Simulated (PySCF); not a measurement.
# C4H7GeN: reorganisation energies

What do calculations give for the reorganisation energies of C4H7GeN (`NC1=[CH][GeH2][CH]=C1`)?

Programs: PySCF 2.14.0, with routines of our own; each step states its level. All values are computed. Atoms count from 0.

### Step 1. The system as given

13 atoms, charge 0, multiplicity 1; geometry from: GFN2-xTB.

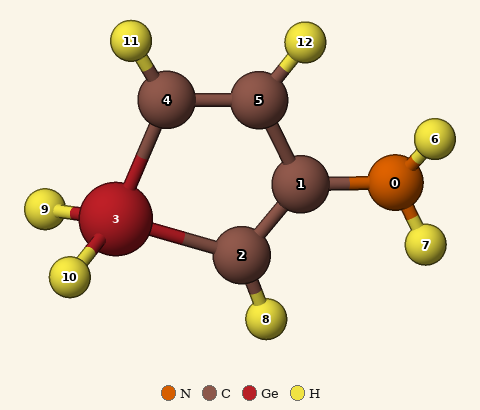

The starting geometry (nitrogen orange, carbon brown, germanium red, hydrogen yellow).

### Step 2. Optimising the geometry at LC-wPBE/def2-SV(P)

Job settings and geometry (Å):

```
{"job": {"xc": "LC-wPBE", "basis": "def2-SV(P)", "grid": 1, "kind": "geom"}, "charge": 0, "multiplicity": 1}
N      2.212390    -0.047132    -0.195579
C      0.842676    -0.085597    -0.077526
C      0.076921    -1.189654    -0.211579
Ge    -1.777372    -0.677365    -0.059040
C     -1.186257     1.165753     0.200851
C      0.145606     1.187915     0.141913
H      2.685521     0.724521     0.246207
H      2.693286    -0.929687    -0.131819
H      0.506112    -2.162298    -0.380701
H     -2.650492    -0.875562    -1.266540
H     -2.528480    -1.252872     1.110606
H     -1.768462     2.057619     0.361268
H      0.744163     2.084846     0.244210
```

Started as:

```console
OMP_NUM_THREADS=1 python excited_run.py task.json out
```

The driver reads the jobs from task.json and runs them one after another.

What it wrote:

```text
step   0  E = -2287.49721927  max force = 0.022745
step   1  E = -2287.49953074  max force = 0.005913
step   2  E = -2287.49968626  max force = 0.001238
step   3  E = -2287.49968626  max force = 0.001138
step   4  E = -2287.49970722  max force = 0.000564
step   5  E = -2287.49971244  max force = 0.000525
step   6  E = -2287.49971453  max force = 0.000595
step   7  E = -2287.49971482  max force = 0.000246
optimisation converged
```

Wall time 79 s (1 thread of Intel Xeon Platinum 8559C, shared host); peak memory 0.59 GiB.

Relaxation path:

| step | energy from step 0 (eV) | largest force component (eV/Å) |
| --- | --- | --- |
| 0 | 0.0000 | 1.1696 |
| 1 | -0.0629 | 0.3041 |
| 2 | -0.0671 | 0.0637 |
| 3 | -0.0671 | 0.0585 |
| 4 | -0.0677 | 0.0290 |
| 5 | -0.0678 | 0.0270 |
| 6 | -0.0679 | 0.0306 |
| 7 | -0.0679 | 0.0126 |

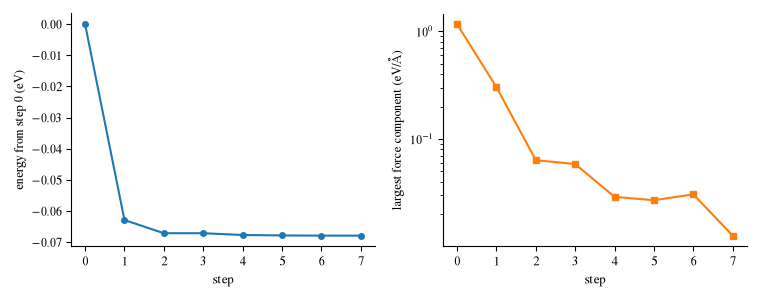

Energy and largest force along the relaxation.

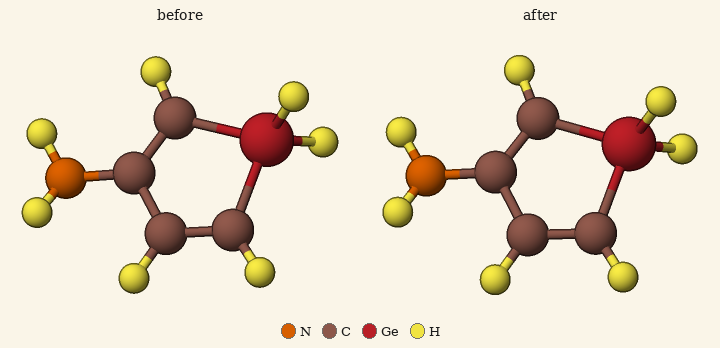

The geometry before (left) and after (right).

Close pairs (by a distance rule), those that changed most:

| bond | before (Å) | after (Å) | change (Å) |
| --- | --- | --- | --- |
| Ge3–H9 | 1.503 | 1.538 | +0.035 |
| Ge3–H10 | 1.504 | 1.538 | +0.033 |
| C1–C5 | 1.468 | 1.495 | +0.027 |
| C2–Ge3 | 1.930 | 1.909 | -0.021 |
| C4–H11 | 1.077 | 1.093 | +0.016 |
| C2–H8 | 1.076 | 1.092 | +0.016 |
| C5–H12 | 1.083 | 1.098 | +0.015 |
| Ge3–C4 | 1.953 | 1.940 | -0.013 |

The end geometry stands in the next job.

| at the end point | value |
| --- | --- |
| point group (found at 0.08 Å tolerance) | C1 |
| rotational constants (GHz, main isotopes) | 5.774, 1.706, 1.339 |
| dipole moment (D) | 2.40 |

### Step 3. Relaxation after adding or removing an electron (C₄H₇GeN+ (doublet)): UKS LC-wPBE/def2-SV(P)

Job settings and geometry (Å):

```
{"job": {"kind": "ionopt", "ions": [1], "xc": "LC-wPBE", "basis": "def2-SV(P)", "grid": 1}, "charge": 1, "multiplicity": 2}
N      2.315220    -0.092802    -0.154388
C      0.943474    -0.126701    -0.148752
C      0.158883    -1.215525    -0.328230
Ge    -1.663231    -0.647755    -0.275833
C     -1.091296     1.182179     0.020593
C      0.245519     1.182614     0.037615
H      2.789099     0.708401     0.240279
H      2.822579    -0.967570    -0.131860
H      0.571530    -2.216494    -0.471421
H     -2.460430    -0.819639    -1.579569
H     -2.508763    -1.213667     0.877153
H     -1.674937     2.097354     0.147790
H      0.849788     2.088780     0.174784
```

Level: UKS LC-wPBE/def2-SV(P) geometry optimisation of the ion from the geometry of its parent, gas phase.

What it wrote:

```text
step       E/Eh        max force   <S^2>
  0   -2287.21418987   0.055611   0.7663
  1   -2287.22374871   0.056218   0.7621
  2   -2287.21800628   0.054988   0.7632
  3   -2287.22819230   0.011958   0.7626
  4   -2287.22832228   0.006257   0.7624
  5   -2287.22887599   0.001886   0.7624
  6   -2287.22892981   0.000730   0.7625
  7   -2287.22894924   0.000887   0.7624
  8   -2287.22895690   0.000242   0.7625
optimisation converged
```

Wall time 2.5 min (1 thread of Intel Xeon Platinum 8559C, shared host); peak memory 0.65 GiB.

In short:

| quantity | value |
| --- | --- |
| geometry moved (RMSD) | 0.095 Å |
| ⟨S²⟩ | 0.762 |

Bonds of the start that changed most:

| bond | start (Å) | end (Å) |
| --- | --- | --- |
| C1–C2 | 1.354 | 1.431 |
| N0–C1 | 1.372 | 1.312 |
| C2–Ge3 | 1.909 | 1.953 |
| C5–C1 | 1.495 | 1.465 |
| Ge3–H9 | 1.538 | 1.521 |
| Ge3–H10 | 1.538 | 1.521 |

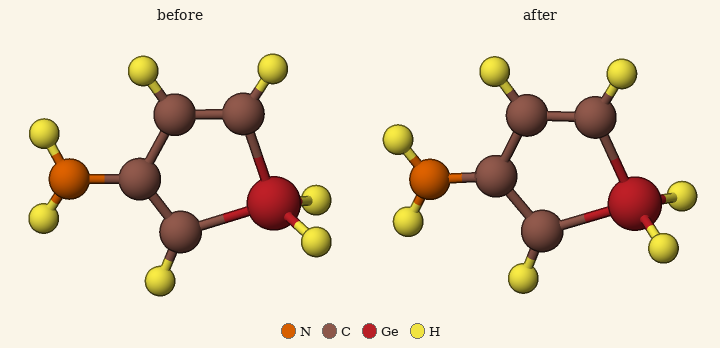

Before and after.

Mulliken spin populations:

N0 0.21; C1 -0.07; C2 0.89; Ge3 -0.07; C4 0.10; C5 -0.03; H6 -0.01; H7 -0.01; H8 -0.04; H9 0.01; H10 0.01; H11 -0.01; H12 0.00

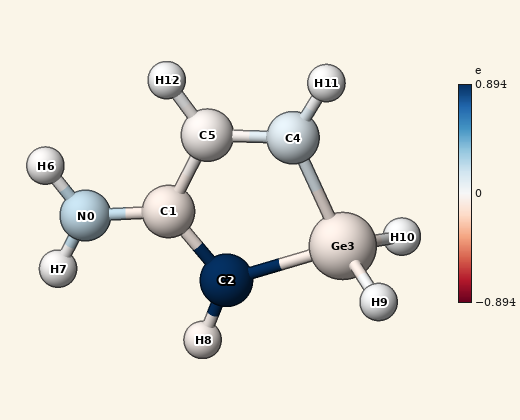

Mulliken spin populations, as colours on the atoms.

### Step 4. Reorganisation energies: UKS LC-wPBE/def2-SV(P)

The job, as its differences from that of step 3:

```diff
@@ -1,2 +1,2 @@
-{"job": {"kind": "ionopt", "ions": [1], "xc": "LC-wPBE", "basis": "def2-SV(P)", "grid": 1}, "charge": 1, "multiplicity": 2}
+{"job": {"kind": "reorg", "ions": [1, -1], "xc": "LC-wPBE", "basis": "def2-SV(P)", "grid": 1}, "charge": 0, "multiplicity": 1}
 N      2.315220    -0.092802    -0.154388
```

With the program's defaults for keys left out, this is: UKS LC-wPBE/def2-SV(P) four-point reorganisation energy, gas phase.

What it wrote:

```text
final grid: 50560 points
cycle   1  E = -2287.4425405990  dE =  4.852e-01  |g| = 5.175e-01  |ddm| = 3.902e+00
cycle   2  E = -2287.4736677811  dE = -3.113e-02  |g| = 4.259e-01  |ddm| = 7.825e-01
cycle   3  E = -2287.4990191405  dE = -2.535e-02  |g| = 4.548e-02  |ddm| = 3.469e-01
cycle   4  E = -2287.4995803039  dE = -5.612e-04  |g| = 2.221e-02  |ddm| = 9.835e-02
cycle   5  E = -2287.4997052569  dE = -1.250e-04  |g| = 4.857e-03  |ddm| = 2.975e-02
cycle   6  E = -2287.4997131513  dE = -7.894e-06  |g| = 2.130e-03  |ddm| = 8.476e-03
cycle   7  E = -2287.4997146517  dE = -1.500e-06  |g| = 4.677e-04  |ddm| = 3.953e-03
cycle   8  E = -2287.4997148020  dE = -1.503e-07  |g| = 1.472e-04  |ddm| = 1.405e-03
cycle   9  E = -2287.4997148155  dE = -1.355e-08  |g| = 6.587e-05  |ddm| = 4.637e-04
cycle  10  E = -2287.4997148172  dE = -1.607e-09  |g| = 1.781e-05  |ddm| = 1.070e-04
cycle  11  E = -2287.4997148174  dE = -2.647e-10  |g| = 6.326e-06  |ddm| = 5.637e-05
converged SCF energy = -2287.4997148174

hole transfer: vertical 7.7685 eV, relaxation of the ion converged
  adiabatic 7.3677 eV, lambda(ion) 0.4008, lambda(parent) 0.3503, total 0.7511 eV

electron transfer: vertical -1.0342 eV, relaxation of the ion skipped
```

Wall time 23 s (1 thread of Intel Xeon Platinum 8559C, shared host); peak memory 0.66 GiB.

### Step 5. Outcome

```
                                                   quantity                 value
                                                point group                    C1
                       rotational constants (main isotopes)  5.77, 1.71, 1.34 GHz
     geometry moved (RMSD) (step 3, UKS LC-wPBE/def2-SV(P))               0.095 Å
hole reorganisation energy (step 4, UKS LC-wPBE/def2-SV(P))             0.7511 eV
```

What this shows: Relaxing lowered the energy by 0.068 eV in 7 steps; the close pair that moved most is Ge3–H9, from 1.503 to 1.538 Å. In step 3 (relaxation after adding or removing an electron), among the bonds C1–C2 changes most, from 1.354 to 1.431 Å. Steps that list no spin-orbit terms leave them out, which matters at and beside the heavy atoms.
